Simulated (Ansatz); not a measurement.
# Ga₄Sb₃As: what the fields show

Input

```
crystal:
  lattice:
    - [2.1318689913, 1.230835136, 13.889369718]
    - [-2.1318689913, 1.230835136, 13.889369718]
    - [0.0, -2.461670272, 13.8893697181]
  atoms:
    - { symbol: As, position: [-0.0001346416, -0.0001346416, -0.0001346416] }
    - { symbol: Sb, position: [0.747870312, 0.747870312, 0.747870312] }
    - { symbol: Sb, position: [0.5000313955, 0.5000313955, 0.5000313955] }
    - { symbol: Sb, position: [0.2521990003, 0.2521990003, 0.2521990003] }
    - { symbol: Ga, position: [0.6840032653, 0.6840032653, 0.6840032653] }
    - { symbol: Ga, position: [0.4364608627, 0.4364608627, 0.4364608627] }
    - { symbol: Ga, position: [0.1886981468, 0.1886981468, 0.1886981468] }
    - { symbol: Ga, position: [0.9408716589, 0.9408716589, 0.9408716589] }
kpoints:
  mp_grid: { grid: [4, 4, 4] }
  band_path:
    path:
      - [0.0, 0.0, 0.0]
      - [-0.5, -0.5, -0.5]
      - [-0.5, -0.1719019891, -0.8280980109]
      - [-0.1719019891, 0.1719019891, -0.5]
      - [0.0, 0.0, -0.5]
      - [0.0, 0.3359509946, -0.3359509946]
      - [-0.3359509946, 0.0, -0.6640490054]
      - [-0.5, 0.0, -0.5]
      - [-0.35, -0.35, -0.35]
    npoints: 1
hamiltonian:
  xc: hse06
scf:
  occupations: { method: fermi_dirac, width: 0.02 }
  n_extra_bands: 6
output:
  forces: true
  stress: true
  eigenvalues: true
  write_density: true
  write_potential: true
  elf: true
  volumetric_format: npy
```

Command:

```sh
ansatz run input.yaml --threads 4 --pin off --max-ram 6451MiB --backend cpu --events-out ev --progress --plain --runs-dir out
```

Below, planes, directions and counts refer to the conventional cell (a = 4.26 Å, b = 4.26 Å, c = 41.67 Å, α = 90.00°, β = 90.00°, γ = 120.00°).

Space group R3m; started from the ordered alloy on zincblende lattice prototype, which need not be the ambient phase.

All numbers below come from Ansatz 0.2.0, DFT, HSE06, plane waves, PAW.

Core electrons are frozen (PAW), and the valence fields are smoothed inside the atomic spheres.

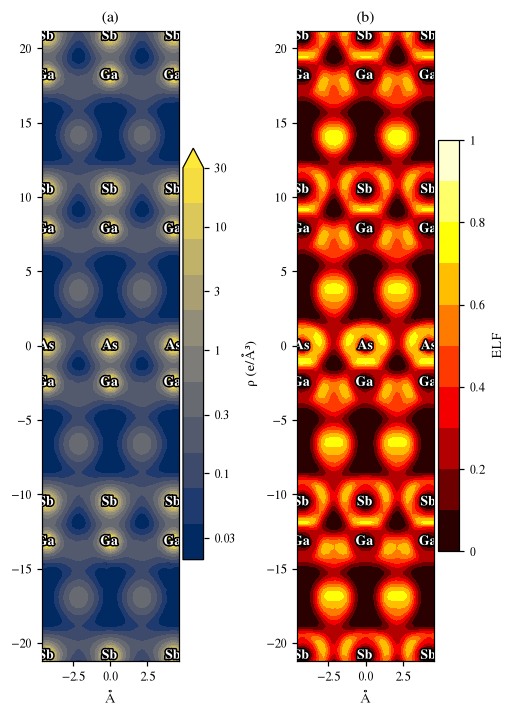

Figure 1. (a) valence electron density; (b) ELF on the (100) plane of the conventional cell.

Q: Describe what can be read from this map.

A:
- The section cuts through As, Sb and Ga sites.
- Ga–As (2.46 Å): ρ at the midpoint is about 0.51 e/Å³; the ELF peaks at about 0.80 between the atoms, as expected for localised, covalent bonding.
- Ga–Sb (2.65 Å): ρ is about 0.43 e/Å³ halfway, with its minimum of 0.39 e/Å³ about 1.2 Å from Ga; the ELF peaks at about 0.75 between the atoms.
- Between the atoms the lowest density in this plane is 0.004 e/Å³.

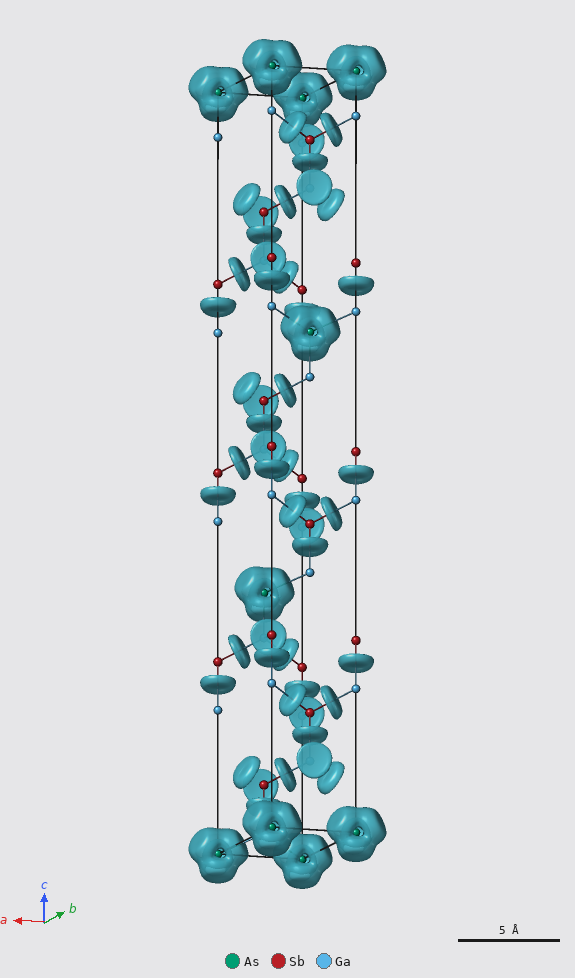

Figure 2. Isosurface of the ELF at 0.6 (cyan), seen at an oblique angle. Core shells and regions of very low density are left out. Sticks mark near contacts.

Q: Identify the bonds, lone pairs and shells in this picture.

A: At this value the surface marks out 36 regions between bonded Ga–Sb atoms (shared pairs) and three regions on As in which the atom's valence shell and bonds are merged, counted in one cell of 24 atoms. Regions shared between cells count once. Along the contacts the grid gives the following. Ga–Sb (2.63 Å): the ELF peaks at about 0.75 between the atoms: localised, covalent bonding.
